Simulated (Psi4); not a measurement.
Single-point calculation of C₂H₅AlBN

The run: single-point calculation of C₂H₅AlBN. Method and program: B3LYP/def2-SVPD, RKS (Psi4 1.11).

The geometry comes from this level: PBE0-D4/def2-TZVP.

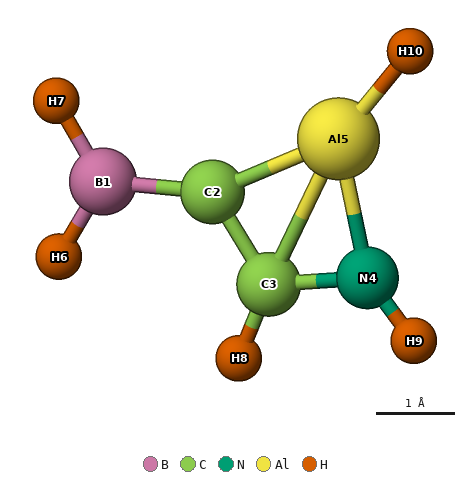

Figure 1. The input geometry (ball-and-stick view, seen at a tilt; atoms are numbered from 1 in the order of the input). Sticks mark near contacts.

Input (calc.in):
```
memory 1.6 GB

molecule {
  B     -1.253000     0.576700    -1.418700
  C     -0.143800     0.242800    -0.478800
  C     -0.315000    -0.471300     0.702300
  N      0.820900    -0.673500     1.422800
  Al     1.688500     0.264900     0.080500
  H     -2.375700     0.217000    -1.161700
  H     -1.076200     1.195400    -2.432600
  H     -1.273000    -0.859200     1.061700
  H      0.792000    -1.179400     2.289700
  H      3.218400     0.635500    -0.062200
  symmetry c1
}

set basis def2-SVPD
set scf_type df
set guess gwh

energy("b3lyp")
```

Command:
```bash
psi4 calc.in calc.out -n 1
```

What the program printed:
```
Psi4 1.11 release

   => Loading Basis Set <=

    Name: DEF2-SVPD
    Role: ORBITAL
    Keyword: BASIS

         ---------------------------------------------------------
                                   SCF
                              RKS Reference
                        1 Threads,   1525 MiB Core
         ---------------------------------------------------------

  ==> Geometry <==

    Molecular point group: c1
    Full point group: C1

    Geometry (in Angstrom), charge = 0, multiplicity = 1:

       Center              X                  Y                   Z               Mass
    ------------   -----------------  -----------------  -----------------  -----------------
         B           -1.710012340400     0.560252655333    -1.527929497990    11.009305360000
         C           -0.600812340400     0.226352655333    -0.588029497990    12.000000000000
         C           -0.772012340400    -0.487747344667     0.593070502010    12.000000000000
         N            0.363887659600    -0.689947344667     1.313570502010    14.003074004430
         AL           1.231487659600     0.248452655333    -0.028729497990    26.981538530000
         H           -2.832712340400     0.200552655333    -1.270929497990     1.007825032230
         H           -1.533212340400     1.178952655333    -2.541829497990     1.007825032230
         H           -1.730012340400    -0.875647344667     0.952470502010     1.007825032230
         H            0.334987659600    -1.195847344667     2.180470502010     1.007825032230
         H            2.761387659600     0.619052655333    -0.171429497990     1.007825032230

  Running in c1 symmetry.

  Rotational constants: A =      0.27148  B =      0.12300  C =      0.08465 [cm^-1]
  Rotational constants: A =   8138.66958  B =   3687.45030  C =   2537.68268 [MHz]
  Nuclear repulsion =  179.735632981371566

  Charge       = 0
  Multiplicity = 1
  Electrons    = 42
  Nalpha       = 21
  Nbeta        = 21

  ==> Algorithm <==

  SCF Algorithm Type is DF.
  DIIS enabled.
  MOM disabled.
  Fractional occupation disabled.
  Guess Type is GWH.
  Energy threshold   = 1.00e-06
  Density threshold  = 1.00e-06
  Integral threshold = 1.00e-12

  ==> Primary Basis <==

  Basis Set: DEF2-SVPD
    Blend: DEF2-SVPD
    Number of shells: 62
    Number of basis functions: 144
    Number of Cartesian functions: 154
    Spherical Harmonics?: true
    Max angular momentum: 2

  ==> DFT Potential <==

   => LibXC <=

    Version 7.1.2

   => Composite Functional: B3LYP <=

    B3LYP Hyb-GGA Exchange-Correlation Functional

    Deriv               =              1
    GGA                 =           TRUE
    Meta                =          FALSE

    Exchange Hybrid     =           TRUE
    MP2 Hybrid          =          FALSE

   => Exchange Functionals <=

    0.0800   Slater exchange
    0.7200         Becke 88

   => Exact (HF) Exchange <=

    0.2000               HF

   => Correlation Functionals <=

    0.1900   Vosko, Wilk & Nusair (VWN5_RPA)
    0.8100   Lee, Yang & Parr

   => LibXC Density Thresholds  <==

    XC_HYB_GGA_XC_B3LYP:  1.00E-15

   => Molecular Quadrature <=

    Radial Scheme          =       TREUTLER
    Pruning Scheme         =           NONE
    Nuclear Scheme         =       TREUTLER

    Blocking Scheme        =         OCTREE
    BS radius alpha        =              1
    Pruning alpha          =              1
    Radial Points          =             75
    Spherical Points       =            302
    Total Points           =         216186
    Total Blocks           =           1673
    Max Points             =            256
    Max Functions          =            142
    Weights Tolerance      =       1.00E-15

   => Loading Basis Set <=

    Name: (DEF2-SVPD AUX)
    Role: JKFIT
    Keyword: DF_BASIS_SCF

  ==> Integral Setup <==

  DFHelper Memory: AOs need 0.086 GiB; user supplied 0.348 GiB.
  SCF_SUBTYPE=INCORE selected. In-core MEM_DF algorithm will be used.
  Using in-core AOs.

  ==> MemDFJK: Density-Fitted J/K Matrices <==

    J tasked:                   Yes
    K tasked:                   Yes
    wK tasked:                   No
    Memory [MiB]:               356
    Algorithm:                 Core
    Schwarz Cutoff:           1E-12
    Mask sparsity (%):       1.3214
    Fitting Condition:        1E-10

   => Auxiliary Basis Set <=

  Basis Set: (DEF2-SVPD AUX)
    Blend: DEF2-UNIVERSAL-JKFIT
    Number of shells: 168
    Number of basis functions: 520
    Number of Cartesian functions: 615
    Spherical Harmonics?: true
    Max angular momentum: 4

  Cached 100.0% of DFT collocation blocks in 0.769 [GiB].

  Minimum eigenvalue in the overlap matrix is 8.7854663182E-05.
  Reciprocal condition number of the overlap matrix is 8.6859828481E-06.
    Using symmetric orthogonalization.

  ==> Pre-Iterations <==

  SCF Guess: Generalized Wolfsberg-Helmholtz applied to core Hamiltonian.

   -------------------------------------------------------
    Irrep   Nso     Nmo     Nalpha   Nbeta   Ndocc  Nsocc
   -------------------------------------------------------
     A        144     144      21      21      21       0
   -------------------------------------------------------
    Total     144     144      21      21      21       0
   -------------------------------------------------------

  ==> Iterations <==

                           Total Energy        Delta E     RMS |[F,P]|

   @DF-RKS iter   1:  -388.97146288417827   -3.88971e+02   3.79146e-02 ADIIS/DIIS
   @DF-RKS iter   2:  -345.11812043813501    4.38533e+01   3.34031e-02 ADIIS/DIIS
   @DF-RKS iter   3:  -378.57254779703112   -3.34544e+01   3.55600e-02 ADIIS/DIIS
   @DF-RKS iter   4:  -396.48106589837323   -1.79085e+01   1.49448e-02 ADIIS/DIIS
   @DF-RKS iter   5:  -398.92363861746196   -2.44257e+00   1.04781e-02 ADIIS/DIIS
   @DF-RKS iter   6:  -399.34184730431440   -4.18209e-01   1.14389e-02 ADIIS/DIIS
   @DF-RKS iter   7:  -401.01692709258202   -1.67508e+00   1.98035e-03 ADIIS/DIIS
   @DF-RKS iter   8:  -401.04283030713322   -2.59032e-02   1.38126e-03 ADIIS/DIIS
   @DF-RKS iter   9:  -401.06167485405427   -1.88445e-02   4.81511e-04 ADIIS/DIIS
   @DF-RKS iter  10:  -401.06394107657587   -2.26622e-03   2.09379e-04 ADIIS/DIIS
   @DF-RKS iter  11:  -401.06439871586053   -4.57639e-04   6.30292e-05 DIIS
   @DF-RKS iter  12:  -401.06445454692943   -5.58311e-05   9.81767e-06 DIIS
   @DF-RKS iter  13:  -401.06445630811822   -1.76119e-06   2.53491e-06 DIIS
   @DF-RKS iter  14:  -401.06445638594255   -7.78243e-08   7.89790e-07 DIIS
  Energy and wave function converged.

  ==> Post-Iterations <==

   Electrons on quadrature grid:
      Ntotal   =   42.0000113590 ; deviation = 1.136e-05

    Orbital Energies [Eh]
    ---------------------

    Doubly Occupied:

       1A    -56.061525     2A    -14.339110     3A    -10.257713
       4A    -10.135461     5A     -6.715784     6A     -4.157886
       7A     -2.717871     8A     -2.712911     9A     -2.709382
      10A     -0.921971    11A     -0.716547    12A     -0.562854
      13A     -0.556562    14A     -0.452980    15A     -0.404158
      16A     -0.384004    17A     -0.374483    18A     -0.337022
      19A     -0.315882    20A     -0.260304    21A     -0.227457

    Virtual:

      22A     -0.068696    23A     -0.031330    24A     -0.007138
      25A     -0.005555    26A      0.021176    27A      0.034481
      28A      0.050613    29A      0.059319    30A      0.072348
      31A      0.095191    32A      0.100960    33A      0.105458
      34A      0.112688    35A      0.130759    36A      0.137483
      37A      0.143867    38A      0.148001    39A      0.161308
      40A      0.165938    41A      0.166904    42A      0.179097
      43A      0.202913    44A      0.217318    45A      0.243046
      46A      0.247935    47A      0.261881    48A      0.272976
      49A      0.277080    50A      0.277550    51A      0.297547
      52A      0.298863    53A      0.309897    54A      0.320204
      55A      0.329472    56A      0.340052    57A      0.344437
      58A      0.357537    59A      0.366309    60A      0.367418
      61A      0.370794    62A      0.381904    63A      0.389357
      64A      0.404204    65A      0.411777    66A      0.421324
      67A      0.421569    68A      0.438341    69A      0.443515
      70A      0.462686    71A      0.470976    72A      0.485704
      73A      0.500792    74A      0.511556    75A      0.513809
      76A      0.529507    77A      0.559338    78A      0.587780
      79A      0.595150    80A      0.622759    81A      0.626071
      82A      0.660565    83A      0.673902    84A      0.691758
      85A      0.699653    86A      0.746454    87A      0.749485
      88A      0.764312    89A      0.764710    90A      0.803969
      91A      0.868168    92A      0.893829    93A      0.926456
      94A      0.949780    95A      0.959851    96A      0.986713
      97A      1.015138    98A      1.042274    99A      1.053016
     100A      1.105674   101A      1.118641   102A      1.158477
     103A      1.189625   104A      1.199575   105A      1.277913
     106A      1.291884   107A      1.300964   108A      1.352326
     109A      1.476400   110A      1.489904   111A      1.528359
     112A      1.631308   113A      1.644278   114A      1.655891
     115A      1.691635   116A      1.724083   117A      1.733728
     118A      1.794584   119A      1.821802   120A      1.838557
     121A      1.866308   122A      1.869194   123A      1.945419
     124A      1.976370   125A      2.007879   126A      2.015042
     127A      2.130691   128A      2.157979   129A      2.181825
     130A      2.219913   131A      2.279832   132A      2.365190
     133A      2.386599   134A      2.426909   135A      2.544457
     136A      2.567230   137A      2.625256   138A      2.675645
     139A      2.721025   140A      2.784670   141A      2.997016
     142A      3.062263   143A      3.251537   144A      3.520701

    Final Occupation by Irrep:
              A
    DOCC [    21 ]
    NA   [    21 ]
    NB   [    21 ]

  @DF-RKS Final Energy:  -401.06445638594255

   => Energetics <=

    Nuclear Repulsion Energy =            179.7356329813715661
    One-Electron Energy =                -906.4441925937064752
    Two-Electron Energy =                 359.8487683438092404
    DFT Exchange-Correlation Energy =     -34.2046651174168517
    Empirical Dispersion Energy =           0.0000000000000000
    VV10 Nonlocal Energy =                  0.0000000000000000
    Total Energy =                       -401.0644563859425489

Computation Completed

Properties will be evaluated at   0.000000,   0.000000,   0.000000 [a0]

Properties computed using the SCF density matrix

 Multipole Moments:

 ------------------------------------------------------------------------------------
     Multipole            Electronic (a.u.)      Nuclear  (a.u.)        Total (a.u.)
 ------------------------------------------------------------------------------------

 L = 1.  Multiply by 2.5417464519 to convert [e a0] to [Debye]
 Dipole X            :          3.2439055           -2.3243977            0.9195078
 Dipole Y            :          0.3386936           -0.8310798           -0.4923861
 Dipole Z            :          0.4706738            0.6819286            1.1526024
 Magnitude           :                                                    1.5544874

 ------------------------------------------------------------------------------------

	total time  =         10 seconds =       0.17 minutes

    Psi4 run time: 0:00:09.40
```

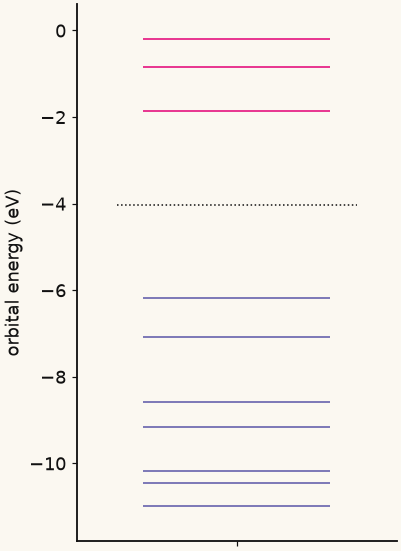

Figure 2. Orbital energies near the frontier; the dotted line parts filled from empty levels, and levels within 0.02 eV of each other stand side by side. Highest filled −6.19 eV, lowest empty −1.87 eV, 4.32 eV apart.

Results in brief:

| quantity | value |
| --- | --- |
| outcome | converged |
| total energy | −401.064456 hartree |
| basis functions | 144 |
| HOMO | −6.19 eV |
| LUMO | −1.87 eV |
| dipole moment | 3.95 D |
| hardware | 1 thread of Intel Xeon (Granite Rapids), 16 GiB of memory available, shared host |
| wall time | 11 s |
| peak memory | 1.1 GiB |
